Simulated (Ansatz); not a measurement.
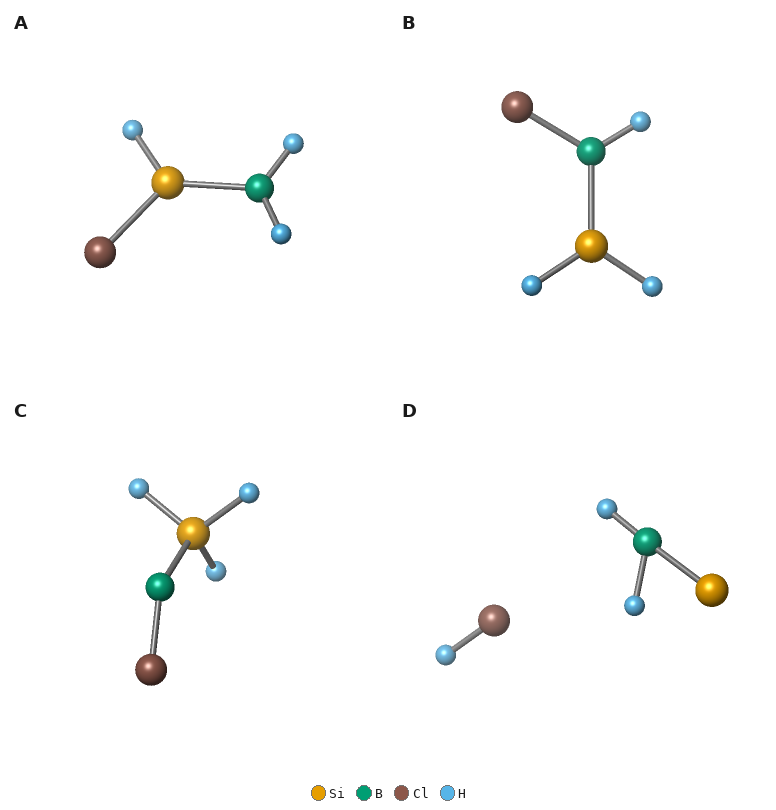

4 stationary structures of one formula. Charge 0, doublet. Geometries: PBE0-D4/def2-TZVP. Electronic energies: PBE0-D4/def2-TZVP (Ansatz 0.2.0), without zero-point energy. No frequency run is at hand to confirm each as a minimum.

**Which structure is the most stable?**

A is lowest (Cs); B lies 2.6 kcal/mol above it (Cs), C lies 21.3 kcal/mol above it (Cs), D lies 60.7 kcal/mol above it (Cs).
